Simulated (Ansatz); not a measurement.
**B6N7 zinc blende off sphere (B6N7H20+): trial inputs and their diagnosis**

2 inputs were typed for B6N7 zinc blende off sphere (B6N7H20+). Each is run as it stands; the log then has to tell whether the result can be used.

Computed with Ansatz 0.2.0, Gaussian basis. Level: the settings change from run to run.

## Step 1: The molecule

An earlier r2SCAN-D4/def2-SVP relaxation fixed the geometry.

33 atoms, charge 1, spin multiplicity 1.

Atoms are counted from 1 here; the program's logs count them from 0.

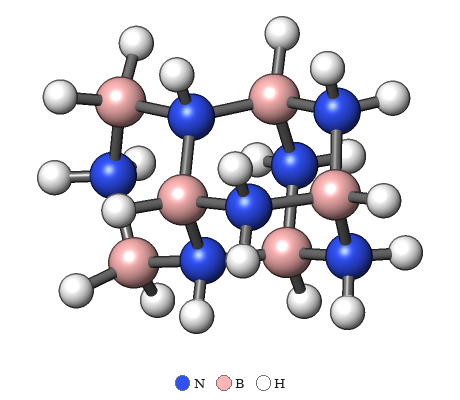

The structure; nitrogen blue, boron pink, hydrogen white.

## Step 2: Input 1

in.yaml reads:

```yaml
crystal:
  periodic: [false, false, false]
  atoms:
    - {symbol: N, position_ang: [0.496041, -2.279266, 0.404420]}
    - {symbol: N, position_ang: [-1.639631, 1.639582, -1.339945]}
    - {symbol: N, position_ang: [0.566926, -0.565942, -1.460944]}
    - {symbol: N, position_ang: [-1.300597, -0.462151, 0.221470]}
    - {symbol: N, position_ang: [0.441817, -0.442713, 2.112460]}
    - {symbol: N, position_ang: [0.461059, 1.300753, 0.222541]}
    - {symbol: N, position_ang: [2.279304, -0.494666, 0.405182]}
    - {symbol: B, position_ang: [-2.370575, 0.396521, -0.654415]}
    - {symbol: B, position_ang: [-0.441309, -1.441491, -0.603951]}
    - {symbol: B, position_ang: [1.408265, -1.407954, 1.349919]}
    - {symbol: B, position_ang: [-0.397862, 2.371037, -0.652628]}
    - {symbol: B, position_ang: [1.441260, 0.442614, -0.603064]}
    - {symbol: B, position_ang: [-0.485788, 0.484722, 1.151774]}
    - {symbol: H, position_ang: [1.060801, -2.958461, -0.116807]}
    - {symbol: H, position_ang: [-0.107555, -2.886810, 0.968950]}
    - {symbol: H, position_ang: [-2.362837, 2.362221, -1.390310]}
    - {symbol: H, position_ang: [-1.448607, 1.449668, -2.325645]}
    - {symbol: H, position_ang: [1.154429, -1.152690, -2.060973]}
    - {symbol: H, position_ang: [0.023661, -0.022980, -2.137923]}
    - {symbol: H, position_ang: [-1.962100, -1.004134, 0.784861]}
    - {symbol: H, position_ang: [-0.164451, -0.967232, 2.751863]}
    - {symbol: H, position_ang: [0.965450, 0.163613, 2.752529]}
    - {symbol: H, position_ang: [1.002496, 1.962067, 0.786687]}
    - {symbol: H, position_ang: [2.959041, -1.058755, -0.116070]}
    - {symbol: H, position_ang: [2.886300, 0.109032, 0.970205]}
    - {symbol: H, position_ang: [-2.824644, -0.330613, -1.520766]}
    - {symbol: H, position_ang: [-3.200060, 0.818569, 0.126147]}
    - {symbol: H, position_ang: [-1.071753, -2.213287, -1.292498]}
    - {symbol: H, position_ang: [2.090312, -2.089753, 2.086439]}
    - {symbol: H, position_ang: [0.329479, 2.827007, -1.517794]}
    - {symbol: H, position_ang: [-0.821337, 3.199090, 0.128694]}
    - {symbol: H, position_ang: [2.212860, 1.073991, -1.290976]}
    - {symbol: H, position_ang: [-1.180388, 1.178400, 1.860568]}
basis:
  gaussian: {orbitals: 6-31G, fitting: {mean_field: cc-pVTZ-jkfit}}
total_charge: 1
hamiltonian: {xc: {name: M06-2X}}
accuracy: high
```

Launch:

```bash
$ ansatz run in.yaml --threads 2 --pin off --events-out ev --progress --plain --max-ram 22528MiB --backend cuda --devices 0, --max-vram 18GiB
```

The log of the run:

```text
Error: YAML parse error: error: line 40 column 19: hamiltonian.xc: no functional is named "M06-2X"; the names, which are not case-sensitive, are SVWN5, SPW92, PBE, PBE0, PBEsol, revPBE, revPBE0, RPBE, rPW86-PBE, HSE06, wPBEh, LC-wPBE, HISS, HF, BLYP, B3LYP, B3LYP5, BHLYP, CAM-B3LYP, r2SCAN, r2SCANh, r2SCAN0, r2SCAN50, m-r2SCAN, B97, wB97, wB97X, wB97X-V, B97M-V, wB97M-V, B2PLYP, B2GP-PLYP, PBE0-DH, PBE-QIDH
  --> <input>:40:19
   |
38 |   gaussian: {orbitals: 6-31G, fitting: {mean_field: cc-pVTZ-jkfit}}
39 | total_charge: 1
40 | hamiltonian: {xc: {name: M06-2X}}
   |                   ^ hamiltonian.xc: no functional is named "M06-2X"; the names, which are not case-sensitive, are SVWN5, SPW92, PBE, PBE0, PBEsol, revPBE, revPBE0, RPBE, rPW86-PBE, HSE06, wPBEh, LC-wPBE, HISS, HF, BLYP, B3LYP, B3LYP5, BHLYP, CAM-B3LYP, r2SCAN, r2SCANh, r2SCAN0, r2SCAN50, m-r2SCAN, B97, wB97, wB97X, wB97X-V, B97M-V, wB97M-V, B2PLYP, B2GP-PLYP, PBE0-DH, PBE-QIDH
41 | accuracy: high
   |
```

Run time: 0.05 s. Hardware: 1 × H100 (card shared with other runs) with 2 threads of AMD EPYC 7R13, shared host.

What is wrong: Refused before any calculation. The method's name isn't one that the program takes here. Cure: name a functional that the program knows.

## Step 3: Input 2

in.yaml reads:

```yaml
crystal:
  periodic: [false, false, false]
  atoms:
    - {symbol: N, position_ang: [0.496041, -2.279266, 0.404420]}
    - {symbol: N, position_ang: [-1.639631, 1.639582, -1.339945]}
    - {symbol: N, position_ang: [0.566926, -0.565942, -1.460944]}
    - {symbol: N, position_ang: [-1.300597, -0.462151, 0.221470]}
    - {symbol: N, position_ang: [0.441817, -0.442713, 2.112460]}
    - {symbol: N, position_ang: [0.461059, 1.300753, 0.222541]}
    - {symbol: N, position_ang: [2.279304, -0.494666, 0.405182]}
    - {symbol: B, position_ang: [-2.370575, 0.396521, -0.654415]}
    - {symbol: B, position_ang: [-0.441309, -1.441491, -0.603951]}
    - {symbol: B, position_ang: [1.408265, -1.407954, 1.349919]}
    - {symbol: B, position_ang: [-0.397862, 2.371037, -0.652628]}
    - {symbol: B, position_ang: [1.441260, 0.442614, -0.603064]}
    - {symbol: B, position_ang: [-0.485788, 0.484722, 1.151774]}
    - {symbol: H, position_ang: [1.060801, -2.958461, -0.116807]}
    - {symbol: H, position_ang: [-0.107555, -2.886810, 0.968950]}
    - {symbol: H, position_ang: [-2.362837, 2.362221, -1.390310]}
    - {symbol: H, position_ang: [-1.448607, 1.449668, -2.325645]}
    - {symbol: H, position_ang: [1.154429, -1.152690, -2.060973]}
    - {symbol: H, position_ang: [0.023661, -0.022980, -2.137923]}
    - {symbol: H, position_ang: [-1.962100, -1.004134, 0.784861]}
    - {symbol: H, position_ang: [-0.164451, -0.967232, 2.751863]}
    - {symbol: H, position_ang: [0.965450, 0.163613, 2.752529]}
    - {symbol: H, position_ang: [1.002496, 1.962067, 0.786687]}
    - {symbol: H, position_ang: [2.959041, -1.058755, -0.116070]}
    - {symbol: H, position_ang: [2.886300, 0.109032, 0.970205]}
    - {symbol: H, position_ang: [-2.824644, -0.330613, -1.520766]}
    - {symbol: H, position_ang: [-3.200060, 0.818569, 0.126147]}
    - {symbol: H, position_ang: [-1.071753, -2.213287, -1.292498]}
    - {symbol: H, position_ang: [2.090312, -2.089753, 2.086439]}
    - {symbol: H, position_ang: [0.329479, 2.827007, -1.517794]}
    - {symbol: H, position_ang: [-0.821337, 3.199090, 0.128694]}
    - {symbol: H, position_ang: [2.212860, 1.073991, -1.290976]}
    - {symbol: H, position_ang: [-1.180388, 1.178400, 1.860568]}
basis:
  gaussian: {orbitals: "6-31G*", final_grid: {core_spheres: 1, valence_spheres: 1, degree: 1}}
total_charge: 1
hamiltonian: {xc: {name: wB97M-V}}
scf: {omitted_lower_state_checks: [starts]}
output: {forces: true}
```

The command is unchanged.

The log of the run, cut to the lines that bear on the results:

```text
Functional definition: wB97M-V
  name "wB97M-V"
  cite "Mardirossian & Head-Gordon, J. Chem. Phys. 144, 214110 (2016) doi:10.1063/1.4952647"
  cite "Becke, J. Chem. Phys. 107, 8554 (1997) doi:10.1063/1.475007"
  cite "Vydrov & Van Voorhis, J. Chem. Phys. 133, 244103 (2010) doi:10.1063/1.3521275"
  # Of w^i u^j: cxij and so on, Table III.
[...]
  gx(w, u) = 1 - cx + cx01*u + cx10*w
  gss(w, u) = css00 + css04*u^4 + css10*w + css20*w^2 + css43*w^4*u^3
  gos(w, u) = cos00 + cos10*w + (cos20 + cos21*u)*w^2 + (cos60 + cos61*u)*w^6
[...]
      + integral(e_c_pw_mod_opposite_spin*gos(b97_w_opposite, b97_u_opposite)) + vv10(b, c)
[...]
2445 factors; integrals over basis functions are off by at most 5.7e-4 eV
670 factors; integrals over basis functions are off by at most 2.7e-6 eV
[...]
Atom 24 at     2.886300     0.109032     0.970205 Å, force    -2.051642    -1.644953    -3.650845 eV/Å
Atom 25 at    -2.824644    -0.330613    -1.520766 Å, force     0.339438     0.196548     0.496797 eV/Å
Atom 26 at    -3.200060     0.818569     0.126147 Å, force     1.963059    -0.363803     0.036786 eV/Å
Atom 27 at    -1.071753    -2.213287    -1.292498 Å, force     0.514031     0.954033     1.854263 eV/Å
Atom 28 at     2.090312    -2.089753     2.086439 Å, force    -1.142745     1.141556    -0.871683 eV/Å
Atom 29 at     0.329479     2.827007    -1.517794 Å, force    -0.196627    -0.338975     0.496499 eV/Å
Atom 30 at    -0.821337     3.199090     0.128694 Å, force     0.364817    -1.962373     0.033555 eV/Å
Atom 31 at     2.212860     1.073991    -1.290976 Å, force    -0.952534    -0.516804     1.850746 eV/Å
Atom 32 at    -1.180388     1.178400     1.860568 Å, force     2.009935    -2.007839    -0.518511 eV/Å
Dipole moment:     1.126055    -1.125777     0.237377 e Å
Checks for a lower state left out: starts
```

Run time: 4.5 s. Hardware: 1 × H100 (card shared with other runs) with 2 threads of AMD EPYC 7R13, shared host; peak host memory 0.95 GiB.

**Diagnosis.** It ended without an error, which proves nothing about the input. The integration grid is far too coarse. Its energy carries the error of the grid. To mend it, drop final_grid and take the default grid.

## Step 4: How the tries ended

```tsv
input	level	ended	cause	time
1	M06-2X/6-31G	refused	the method's name isn't one that the program takes here	0.05 s
2	wB97M-V/6-31G*	converged	the integration grid is far too coarse	4.5 s
```

In words: 1 refused, 1 converged. A refusal costs next to no computing time. The dangerous case is the input that converges on a wrong geometry, charge, spin, basis or grid: often only a look at the input shows it.
